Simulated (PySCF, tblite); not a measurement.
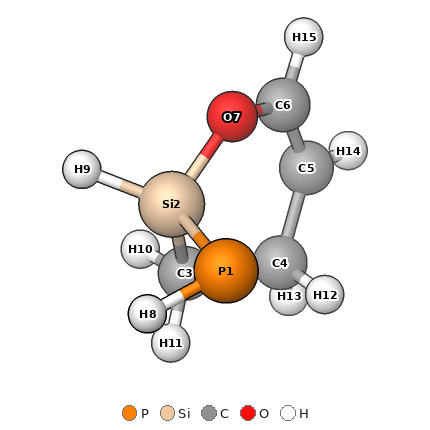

First-order isotropic EPR spectrum (fast tumbling, first derivative) of C₄H₈OPSi, SMILES [PH][Si@@H]1CCC=CO1, doublet at 9.30 GHz, Lorentzian lines of 0.20 mT full width at half height, from computed g and hyperfine couplings (B3LYP/pcH-1, PySCF 2.14.0, at a GFN2-xTB geometry (a minimum by its frequencies), gas phase); values of one conformer, averaged over methyl-type rotors alone; other conformers aren't averaged in; no vibrational averaging; dilute isotopes left out. The SMILES is one Lewis form and needn't show where the spin sits.

Question: Give g and the hyperfine couplings.

Answer: g_iso = 2.0113, which centres the spectrum at 330.4 mT; it spans 6.5 mT.

| nuclei | isotope | a (mT) | a (MHz) |
| --- | --- | --- | --- |
| P1 | ³¹P | 3.97 | 111.7 |
| H8 | ¹H | −1.24 | −34.9 |
| H9 | ¹H | 0.93 | 26.2 |
| H10 | ¹H | 0.25 | 7.1 |
| H13 | ¹H | 0.06 | 1.8 |
| H11 | ¹H | −0.05 | −1.5 |

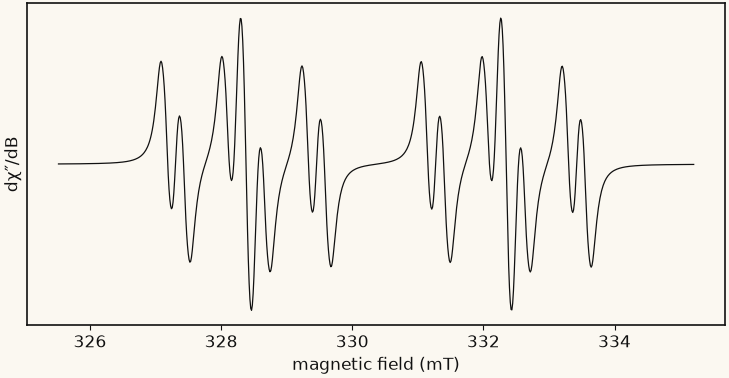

Caveats: the tight-binding geometry is rougher than a DFT one and adds to the error.
